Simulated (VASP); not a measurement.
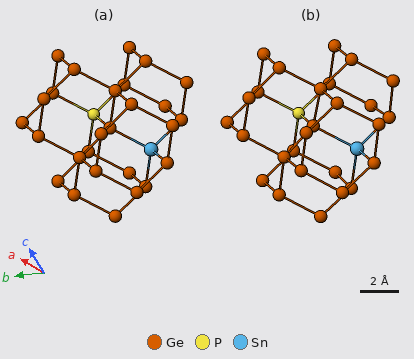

The structure of crystalline Sn₂Ge₅₁P (a generated structure, set up in Cm) before (left) and after (right) a relaxation, at one scale.

A ball-and-stick model of the atoms within 5.0 Å of the atom that moves most (axes of the cell of the calculation), seen from a free direction.

The run lets cell and atoms move.

Theory: Kohn-Sham DFT of a periodic cell, PBEsol, VASP PAW PBE potentials, minimal (VASP).

The input:
```
PREC = Accurate
ENCUT = 350
EDIFF = 1E-6
ISMEAR = 0
SIGMA = 0.05
LREAL = False
LASPH = True
NELM = 60
ALGO = Normal
ISIF = 3
LWAVE = False
LCHARG = False
GGA = PS
IBRION = 2
NSW = 40
EDIFFG = -0.01
```

Run as
```bash
cat potpaw_PBE.64/Ge/POTCAR potpaw_PBE.64/P/POTCAR potpaw_PBE.64/Sn/POTCAR > POTCAR
mpirun -np 1 vasp_std > vasp.out
```

### Describe what moved and what it gained.

After 11 geometry steps the energy has fallen by 18.8 meV per atom. The largest force component goes from 1.1 to 0.0075 eV/Å. Pressure: 2.29 GPa at the start and 0.00 GPa at the end. The largest move relative to the cell is that of a Ge atom, 0.13 Å along [2 1 1]. Largest moves by element: Ge 0.13 Å, P 0.02 Å, Sn 0.02 Å. The drawn cell changes as follows: a 12.049 → 12.167 Å (+1.0 %), b = c 12.049 → 12.176 Å (+1.1 %); the volume changes by +3.2 %. Among the contacts that change: Ge–Sn 2.460 → 2.620 Å, Ge–Ge 2.460 → 2.504 Å, Ge–P 2.460 → 2.434 Å, Ge–Ge 2.460 → 2.482 Å. Bond angles that change, for instance: Ge–Ge–Sn 109.5° → 106.8°, Ge–Ge–Ge 109.5° → 106.8°, Ge–P–Ge 109.5° → 106.8°. The space group stays Cm (No. 8).
